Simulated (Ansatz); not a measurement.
Electronic density of states of amorphous In$_{12}$Ga$_{12}$Zn$_{12}$O$_{49}$, density 5.58 g/cm³, on a 2×2×2 Γ-centred mesh with a Gaussian width of 0.1 eV; energies count from the Fermi level, whose place inside the gap is arbitrary. Cell and mesh are small, so fine structure isn't converged. Level of theory: PBE, scalar-relativistic without spin-orbit coupling (plane waves to 420 eV, PAW; Ansatz, an electronic-structure program). Sampling: a 2×2×2 Γ-centred mesh; Fermi-Dirac width 0.02 eV; no spin polarisation. The usual formal charges leave 2 holes over, so the level spacing at the Fermi energy parts defect or band states and needn't be the band gap. At PBE the levels at the filled edge of the gap are localised (band-tail or defect states).

Preparation: random packing, an ab initio melt and quench, and a relaxation. The hot cell started wider than the set density and was brought back towards it in steps. It is a model cell: composition and starting density were chosen by hand, and all elements were melted together. No dispersion term was used. Its density started from a set value of 5.58 and ended at 5.58 g/cm³. The quench (nominally 1100 K/ps over its main leg) was far faster than any real one, so the model tends to hold more defects than a real film. A cell of this size samples the disorder only roughly. The volume was held where the preparation left it and the shape relaxed, at a PBE pressure of 3.0 GPa. Stress components on the final sampling reach 3.1 GPa.

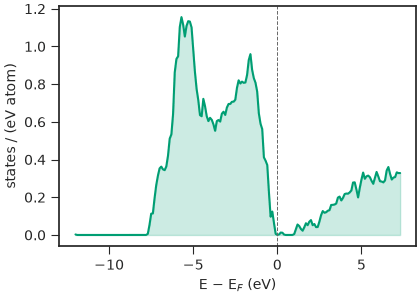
*Density of states per atom*

The level spacing at the Fermi energy on this mesh is 0.53 eV; the broadening fills part of it in the curve.
